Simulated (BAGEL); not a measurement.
**triplet C2H5N at 5 levels**

Wanted: a comparison of 5 runs (UHF/STO-3G, UHF/3-21G, ROHF/6-31G*, UHF/6-31G*, ROHF/def2-SVPD) of triplet C2H5N. 

The results are computed with BAGEL 1.2.2.

## (1) Starting point

C2H5N: 8 atoms, total charge 0, spin state triplet. As SMILES of the parent species, `C1CN1`. Geometry: relaxed at PBE0-D4/def2-TZVP. That shape belongs to the parent species and isn't relaxed for this state.

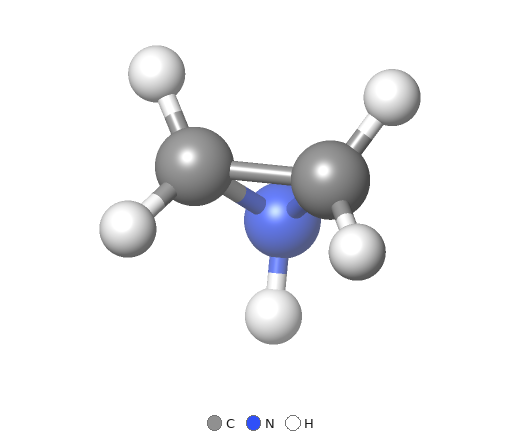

The structure, seen from a chosen angle (carbon grey, nitrogen blue, hydrogen white).

## (2) The energy at UHF/STO-3G (density fitting with cc-pvqz-jkfit) (run 1)

Input file calc.json:

```json
{ "bagel" : [

{
  "title" : "molecule",
  "basis" : "sto-3g",
  "df_basis" : "cc-pvqz-jkfit",
  "angstrom" : true,
  "geometry" : [
    { "atom" : "C", "xyz" : [      -0.441950,       0.372860,      -0.526630 ] },
    { "atom" : "C", "xyz" : [       0.701820,       0.041300,       0.342680 ] },
    { "atom" : "N", "xyz" : [      -0.646410,      -0.379240,       0.705850 ] },
    { "atom" : "H", "xyz" : [      -0.523890,      -0.146250,      -1.476300 ] },
    { "atom" : "H", "xyz" : [      -0.850360,       1.377350,      -0.521460 ] },
    { "atom" : "H", "xyz" : [       1.130680,       0.803020,       0.984310 ] },
    { "atom" : "H", "xyz" : [       1.406100,      -0.705720,      -0.009460 ] },
    { "atom" : "H", "xyz" : [      -0.775990,      -1.363310,       0.501020 ] }
  ]
},

{
  "title" : "uhf",
  "nopen" : 2
},

{
  "title" : "print",
  "file" : "orbitals.molden",
  "orbitals" : true
}

]}
```

Command:

```console
$ BAGEL_NUM_THREADS=1 BAGEL calc.json > calc.out
```

Log:

```text
* using 1 threads per process

  ===============================================================
  ===============================================================

  *** Geometry ***

  { "atom" : "C", "xyz" : [     -0.835164,      0.704603,     -0.995186 ] },
  { "atom" : "C", "xyz" : [      1.326248,      0.078046,      0.647571 ] },
  { "atom" : "N", "xyz" : [     -1.221538,     -0.716660,      1.333863 ] },
[... 4 lines of this table left out ...]
  { "atom" : "H", "xyz" : [     -1.466409,     -2.576283,      0.946791 ] },

  Number of auxiliary basis functions:      573

  Since a DF basis is specified, we compute 2- and 3-index integrals:
    o Being stored without compression. Storage requirement is 0.002 GB

  Number of basis functions:       20
  Number of electrons      :       24

    * METHOD: MOLECULE                             0.25

  *** Open-shell HF ***

  === Nuclear Repulsion ===
    76.5777795189

      * DIIS with orbital gradients will be used.

  === UHF iteration (sto-3g) ===
      0       -131.00935530          0.02443015           0.02
      1       -131.04715294          0.01149931           0.02
      2       -131.05648740          0.00546346           0.02
[... 14 lines of this table left out ...]
     17       -131.06505012          0.00000000           0.02
    * SCF iteration converged.

    * S^2 (UHF) is 2.0358

    * Permanent dipole moment:
           (    0.249919,     0.529648,    -0.126821) a.u.

    * METHOD: UHF                                  0.34

    * METHOD: PRINT                                0.00

  ===============================================================
```

Wall time 0.72 s (1 thread of Arm Neoverse V1, shared host); peak memory 0.081 GiB.

## (3) The energy at UHF/3-21G (density fitting with cc-pvqz-jkfit) (run 2)

Input file hf.json:

```json
{ "bagel" : [

{
  "title" : "molecule",
  "basis" : "3-21g",
  "df_basis" : "cc-pvqz-jkfit",
  "angstrom" : true,
  "geometry" : [
    { "atom" : "C", "xyz" : [   -0.441950,    0.372860,   -0.526630 ] },
    { "atom" : "C", "xyz" : [    0.701820,    0.041300,    0.342680 ] },
    { "atom" : "N", "xyz" : [   -0.646410,   -0.379240,    0.705850 ] },
    { "atom" : "H", "xyz" : [   -0.523890,   -0.146250,   -1.476300 ] },
    { "atom" : "H", "xyz" : [   -0.850360,    1.377350,   -0.521460 ] },
    { "atom" : "H", "xyz" : [    1.130680,    0.803020,    0.984310 ] },
    { "atom" : "H", "xyz" : [    1.406100,   -0.705720,   -0.009460 ] },
    { "atom" : "H", "xyz" : [   -0.775990,   -1.363310,    0.501020 ] }
  ]
},
{
  "title" : "uhf",
  "nopen" : 2
},
{
  "title" : "print",
  "file" : "orbitals.molden",
  "orbitals" : true
}

]}
```

Command:

```console
$ BAGEL_NUM_THREADS=1 BAGEL hf.json > hf.out
```

Log:

```text
* using 1 threads per process

  ===============================================================
  ===============================================================

  *** Geometry ***

  { "atom" : "C", "xyz" : [     -0.835164,      0.704603,     -0.995186 ] },
  { "atom" : "C", "xyz" : [      1.326248,      0.078046,      0.647571 ] },
  { "atom" : "N", "xyz" : [     -1.221538,     -0.716660,      1.333863 ] },
[... 4 lines of this table left out ...]
  { "atom" : "H", "xyz" : [     -1.466409,     -2.576283,      0.946791 ] },

  Number of auxiliary basis functions:      573

  Since a DF basis is specified, we compute 2- and 3-index integrals:
    o Being stored without compression. Storage requirement is 0.006 GB

  Number of basis functions:       37
  Number of electrons      :       24

    * METHOD: MOLECULE                             0.25

  *** Open-shell HF ***

  === Nuclear Repulsion ===
    76.5777795189

      * DIIS with orbital gradients will be used.

  === UHF iteration (3-21g) ===
      0       -131.91360835          0.03448377           0.04
      1       -131.96570447          0.01624394           0.04
      2       -131.97943065          0.01002373           0.04
[... 18 lines of this table left out ...]
     21       -131.99287122          0.00000001           0.04
    * SCF iteration converged.

    * S^2 (UHF) is 2.0115

    * Permanent dipole moment:
           (   -0.572135,    -1.395341,     0.220553) a.u.

    * METHOD: UHF                                  0.93

    * METHOD: PRINT                                0.00

  ===============================================================
```

Run time: 1.3 s. Hardware: 1 thread of Arm Neoverse V1, shared host; peak memory 0.081 GiB.

Runs 3 to 4 aren't shown in full; the table further down has their settings and results.

## (4) A single-point energy at ROHF/def2-SVPD (density fitting with cc-pvqz-jkfit) (run 5)

Input file hf.json:

```json
{ "bagel" : [

{
  "title" : "molecule",
  "basis" : "def2-svpd.json",
  "df_basis" : "cc-pvqz-jkfit",
  "angstrom" : "true",
  "geometry" : [
    { "atom" : "C", "xyz" : [      -0.441950,       0.372860,      -0.526630 ] },
    { "atom" : "C", "xyz" : [       0.701820,       0.041300,       0.342680 ] },
    { "atom" : "N", "xyz" : [      -0.646410,      -0.379240,       0.705850 ] },
    { "atom" : "H", "xyz" : [      -0.523890,      -0.146250,      -1.476300 ] },
    { "atom" : "H", "xyz" : [      -0.850360,       1.377350,      -0.521460 ] },
    { "atom" : "H", "xyz" : [       1.130680,       0.803020,       0.984310 ] },
    { "atom" : "H", "xyz" : [       1.406100,      -0.705720,      -0.009460 ] },
    { "atom" : "H", "xyz" : [      -0.775990,      -1.363310,       0.501020 ] }
  ]
},

{
  "title" : "rohf",
  "nopen" : 2
},

{
  "title" : "print",
  "file" : "orbitals.molden",
  "orbitals" : "true"
}

]}
```

The basis set def2-SVPD is read from a file made from the Basis Set Exchange's data (not shown).

Command:

```console
$ BAGEL_NUM_THREADS=1 BAGEL hf.json > hf.out
```

Log:

```text
* using 1 threads per process

  ===============================================================
  ===============================================================

  *** Geometry ***

  { "atom" : "C", "xyz" : [     -0.835164,      0.704603,     -0.995186 ] },
  { "atom" : "C", "xyz" : [      1.326248,      0.078046,      0.647571 ] },
  { "atom" : "N", "xyz" : [     -1.221538,     -0.716660,      1.333863 ] },
[... 4 lines of this table left out ...]
  { "atom" : "H", "xyz" : [     -1.466409,     -2.576283,      0.946791 ] },

  Number of auxiliary basis functions:      573

  Since a DF basis is specified, we compute 2- and 3-index integrals:
    o Being stored without compression. Storage requirement is 0.046 GB

  Number of basis functions:      100
  Number of electrons      :       24

    * METHOD: MOLECULE                             0.35

  *** Open-shell HF ***

  === Nuclear Repulsion ===
    76.5777795189

      * DIIS with orbital gradients will be used.

  === ROHF iteration (def2-svpd.json) ===
      0       -132.60154744          0.02213335           0.13
      1       -132.68863866          0.01076555           0.14
      2       -132.70636149          0.00444575           0.14
[... 19 lines of this table left out ...]
     22       -132.71566117          0.00000001           0.13
    * SCF iteration converged.

    * S^2 (ROHF) is 2.0000

    * Permanent dipole moment:
           (   -0.363179,    -1.814286,    -0.214134) a.u.

    * METHOD: ROHF                                 3.24

    * METHOD: PRINT                                0.02

  ===============================================================
```

Run time: 3.9 s. Hardware: 1 thread of Arm Neoverse V1, shared host; peak memory 0.13 GiB.

## (5) Overview of the runs

```
run                                                                  level  energy (Eh)  dipole moment (D)   ⟨S²⟩  wall time
  1                        UHF/STO-3G (density fitting with cc-pvqz-jkfit)  -131.065050               1.52  2.036     0.72 s
  2                         UHF/3-21G (density fitting with cc-pvqz-jkfit)  -131.992871               3.87  2.011      1.3 s
  3  ROHF/6-31G* (density fitting with cc-pvqz-jkfit, spherical functions)  -132.760467               4.17  2.000      1.9 s
  4   UHF/6-31G* (density fitting with cc-pvqz-jkfit, spherical functions)  -132.765270               4.19  2.012        2 s
  5                    ROHF/def2-SVPD (density fitting with cc-pvqz-jkfit)  -132.715661               4.73  2.000      3.9 s
```

## (6) Summary of results

| quantity | value |
| --- | --- |
| run 5: total energy | -132.71566 Eh |
| run 5: dipole moment | 4.73 D |
| run 5: ⟨S²⟩ | 2.000 |

The dipole moment (its size) runs from 1.52 D (UHF/STO-3G) to 4.73 D (ROHF/def2-SVPD). The two ends differ in method and basis. The two dipoles point in opposite directions. In run 1 the basis is minimal, so the values are rough. All runs together took 9.9 s, the longest 3.9 s.
